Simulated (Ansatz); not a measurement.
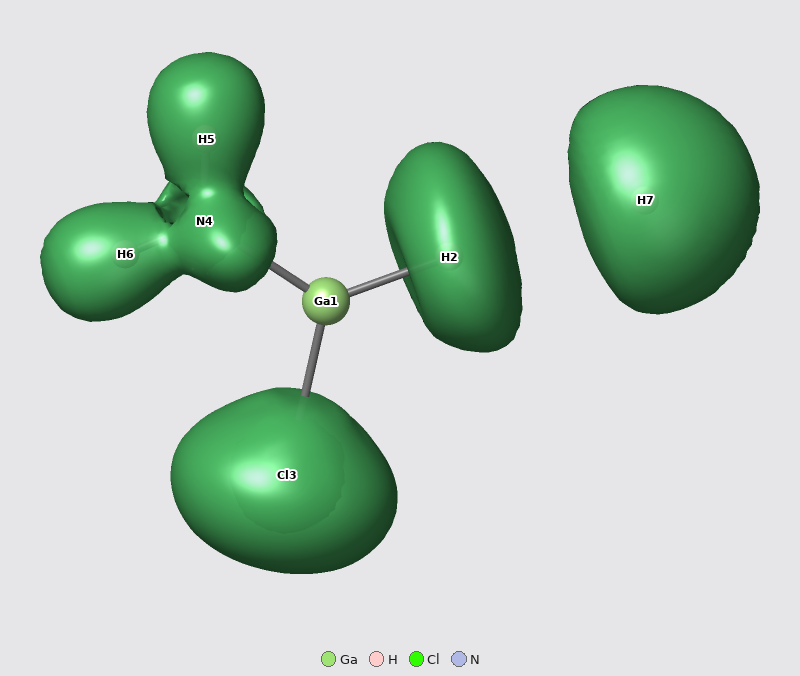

Figure. ClGaH3N···H (doublet). Isosurface of the electron localisation function at 0.75 (green), seen at a tilt. Core shells and regions of very low density are left out.

These are results of UKS B3LYP-D4/def2-mTZVP (Ansatz 0.2.0), not measurements.

```yaml
atoms:
  - { symbol: Ga, position_ang: [-0.1037, 0.0939, -0.0863] }
  - { symbol: H, position_ang: [-0.0249, 0.0395, 1.4615] }
  - { symbol: Cl, position_ang: [1.7069, 0.3158, -1.2711] }
  - { symbol: N, position_ang: [-1.6136, -0.0112, -1.0829] }
  - { symbol: H, position_ang: [-2.5429, -0.1143, -0.7026] }
  - { symbol: H, position_ang: [-1.6098, 0.0251, -2.0919] }
  - { symbol: H, position_ang: [0.1957, -0.3488, 3.8282] }
```

Question: Identify the bonds, lone pairs and shells in this picture.

Answer: At this value the surface marks out two regions around hydrogen nuclei, one region wrapped around Cl (its valence shell) and one joined region spread over several atoms (H, N), in which their bonds and any lone pairs are merged. Along the contacts the grid gives the following. H2···H7 (2.41 Å): the ELF dips to about 0.05 between them; a non-bonded, intermolecular contact. Ga–N (1.81 Å): the ELF peaks at about 0.85 in the valence shell of N, 0.6 Å from its nucleus, and is about 0.30 at the midpoint.
